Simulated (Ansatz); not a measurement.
All values below come from PBE (plane waves to 420 eV, PAW; Ansatz, a quantum-chemistry and plane-wave program).

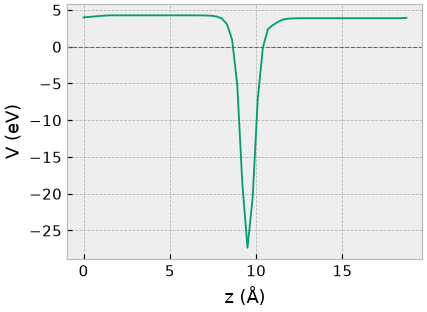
*Planar average of the electrostatic potential across the slab, in eV from the Fermi level, for H on graphene, one in a 3x3 cell, started at the site 'hollow C'*

Set-up: 19 atoms; mesh 4x4x1; 0.05 eV smearing; dipole correction on; 1 atoms held, the rest relaxed; held to the part of the start's symmetry that mesh and held atoms allow; spin-polarised, no spin-orbit, no U, no dispersion correction. At the end it is bonded to C. In PBE it is, or lies within 0.03 eV of, the lowest of the starts that converged.

The vacuum level lies 3.88 eV above the Fermi level over the top face and 4.27 eV above it under the bottom face.
